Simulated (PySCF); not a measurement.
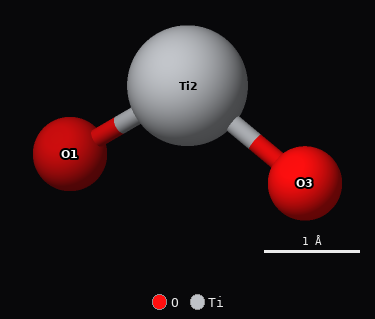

Fig. 1: The input geometry (ball-and-stick view, seen at a tilt; atoms are numbered from 1 in the order of the input). Sticks mark near contacts. Bond lengths as drawn: O–Ti 1.63 Å.

## Single-point calculation of TiO$_{2}$

System: TiO$_{2}$, SMILES [O]=[Ti]=[O].
Method: CAM-B3LYP/aug-cc-pVDZ, RKS (PySCF 2.14.0).

The geometry comes from this level: PBE0-D4/def2-TZVP.

What the program printed
```
PySCF version 2.14.0

[INPUT] num. atoms = 3
[INPUT] num. electrons = 38
[INPUT] charge = 0
[INPUT] spin (= nelec alpha-beta = 2S) = 0
[INPUT] symmetry False subgroup None
[INPUT] Mole.unit = bohr
[INPUT] Symbol           X                Y                Z      unit          X                Y                Z       unit  Magmom
[INPUT]  1 O      0.921000126619   0.928800198708   0.444599875653 AA    1.740438000000   1.755178000000   0.840172000000 Bohr   0.0
[INPUT]  2 Ti     0.134999985809  -0.491999865967   0.331599903210 AA    0.255113000000  -0.929745000000   0.626633000000 Bohr   0.0
[INPUT]  3 O     -1.056100126921  -0.436799803564  -0.776199778864 AA   -1.995740000000  -0.825432000000  -1.466805000000 Bohr   0.0

nuclear repulsion = 127.009919252427
number of shells = 27
number of NR pGTOs = 208
number of NR cGTOs = 105
basis = aug-cc-pvdz
ecp = {}

******** <class 'pyscf.dft.rks.RKS'> ********
method = RKS
initial guess = minao
damping factor = 0
level_shift factor = 0
DIIS = <class 'pyscf.scf.diis.CDIIS'>
diis_start_cycle = 1
diis_space = 8
diis_damp = 0
SCF conv_tol = 1e-10
SCF conv_tol_grad = None
SCF max_cycles = 50
direct_scf = True
direct_scf_tol = 1e-13
XC library pyscf.dft.libxc version 7.0.0
    S. Lehtola, C. Steigemann, M. J.T. Oliveira, and M. A.L. Marques.,  SoftwareX 7, 1–5 (2018)
XC functionals = cam-b3lyp
    T. Yanai, D. P. Tew, and N. C. Handy.,  Chem. Phys. Lett. 393, 51 (2004)
radial grids:
    Treutler-Ahlrichs [JCP 102, 346 (1995); DOI:10.1063/1.469408] (M4) radial grids

becke partition: Becke, JCP 88, 2547 (1988); DOI:10.1063/1.454033
pruning grids: <function nwchem_prune>
grids dens level: 5
symmetrized grids: False
atomic radii adjust function: <function treutler_atomic_radii_adjust>
small_rho_cutoff = 0
Set gradient conv threshold to 1e-05
Initial guess from minao.
tot grids = 131232
init E= -999.677944060024
  HOMO = -0.470705529650354  LUMO = -0.175679199400494  gap/eV = 8.02808
cycle= 1 E= -999.230139122878  delta_E= 0.448  |g|=  1.8  |ddm|= 7.35
  HOMO = -0.217054347813664  LUMO = -0.134876449620557  gap/eV = 2.23617
cycle= 2 E= -981.117622073934  delta_E= 18.1  |g|= 9.14  |ddm|=   26
  HOMO = -0.179998931886309  LUMO = -0.0955578144865501  gap/eV = 2.29776
cycle= 3 E= -999.682963221703  delta_E= -18.6  |g|= 1.31  |ddm|= 26.4
  HOMO = -0.32082137300136  LUMO = -0.108311938326003  gap/eV = 5.78268
cycle= 4 E= -999.912440413559  delta_E= -0.229  |g|= 0.588  |ddm|= 5.04
  HOMO = -0.305133554718195  LUMO = -0.093334796017952  gap/eV = 5.76334
cycle= 5 E= -999.936502056961  delta_E= -0.0241  |g|= 0.449  |ddm|= 1.98
  HOMO = -0.322213570706418  LUMO = -0.0811149454099591  gap/eV = 6.56063
cycle= 6 E= -999.970988283975  delta_E= -0.0345  |g|= 0.0347  |ddm|= 0.954
  HOMO = -0.323277173974676  LUMO = -0.0820439548485998  gap/eV = 6.56429
cycle= 7 E= -999.971190836427  delta_E= -0.000203  |g|= 0.0032  |ddm|= 0.195
  HOMO = -0.323386799746182  LUMO = -0.0823618722009534  gap/eV = 6.55862
cycle= 8 E= -999.971195245211  delta_E= -4.41e-06  |g|= 0.00124  |ddm|= 0.0258
  HOMO = -0.323359197705862  LUMO = -0.0823706432351816  gap/eV = 6.55763
cycle= 9 E= -999.971195804056  delta_E= -5.59e-07  |g|= 0.00171  |ddm|= 0.00602
  HOMO = -0.323330348072579  LUMO = -0.0823861229006106  gap/eV = 6.55643
cycle= 10 E= -999.971196653913  delta_E= -8.5e-07  |g|= 0.000251  |ddm|= 0.00268
  HOMO = -0.323325206736697  LUMO = -0.0823975610091483  gap/eV = 6.55598
cycle= 11 E= -999.971196780666  delta_E= -1.27e-07  |g|= 3.98e-05  |ddm|= 0.00288
  HOMO = -0.323324552852083  LUMO = -0.0823959672228649  gap/eV = 6.55600
cycle= 12 E= -999.971196784134  delta_E= -3.47e-09  |g|= 1.54e-05  |ddm|= 0.000402
  HOMO = -0.323324115808532  LUMO = -0.0823950740648178  gap/eV = 6.55601
cycle= 13 E= -999.971196784434  delta_E= -3e-10  |g|= 5.62e-06  |ddm|= 0.000113
  HOMO = -0.32332520219909  LUMO = -0.0823952006596844  gap/eV = 6.55604
cycle= 14 E= -999.971196784485  delta_E= -5.05e-11  |g|= 2e-06  |ddm|= 6.88e-05
  HOMO = -0.323324816850458  LUMO = -0.0823949999161462  gap/eV = 6.55603
```

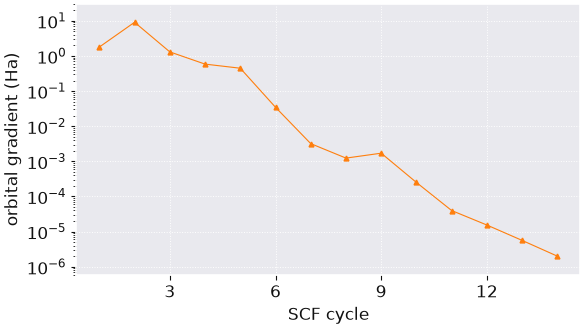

Fig. 2: Convergence of the self-consistent field: orbital gradient against the SCF cycle. The residual comes down, with one marked jump up, by a factor of about 5, at step 2.

```
Extra cycle  E= -999.971196784491  delta_E= -6.82e-12  |g|= 2.16e-06  |ddm|= 4.47e-05
converged SCF energy = -999.971196784491
E = -999.9711967845 Eh
```

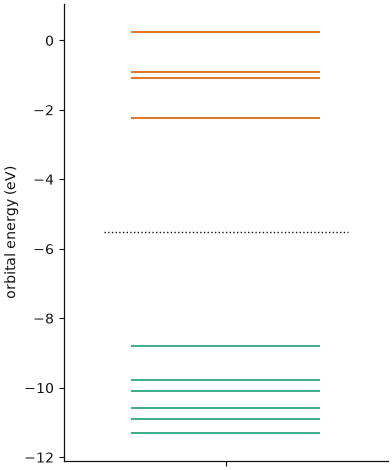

Fig. 3: Orbital energies near the frontier; the dotted line parts filled from empty levels, and levels within 0.02 eV of each other stand side by side. Highest filled −8.80 eV, lowest empty −2.24 eV, 6.56 eV apart.

The run was set up as follows.

The input (input.py)
```python
# [O]=[Ti]=[O]
from pyscf import gto, dft

mol = gto.M(
    atom='''
O      1.740438     1.755178     0.840172
Ti     0.255113    -0.929745     0.626633
O     -1.995740    -0.825432    -1.466805
''',
    max_memory=1860,
    verbose=4,
    spin=0,
    basis='aug-cc-pvdz',
    charge=0,
    unit='bohr',
)

mf = dft.RKS(mol)
mf.xc = 'cam-b3lyp'
mf.grids.level = 5
mf.conv_tol = 1e-10
mf.kernel()
if not mf.converged:
    mf = mf.newton().run(mf.mo_coeff, mf.mo_occ)

e_final = mf.e_tot
print('E = %.10f Eh' % e_final)
```

Run as:
```bash
OMP_NUM_THREADS=1 python input.py
```

Key numbers

| quantity | value |
| --- | --- |
| outcome | converged |
| total energy | −999.971197 hartree |
| basis functions | 105 |
| HOMO | −8.80 eV |
| LUMO | −2.24 eV |
| dipole moment | 6.82 D |
| hardware | 1 thread of Intel Xeon @ 2.70GHz, 189 GiB of memory available, shared host |
| wall time | 66 s |
| peak memory | 0.53 GiB |
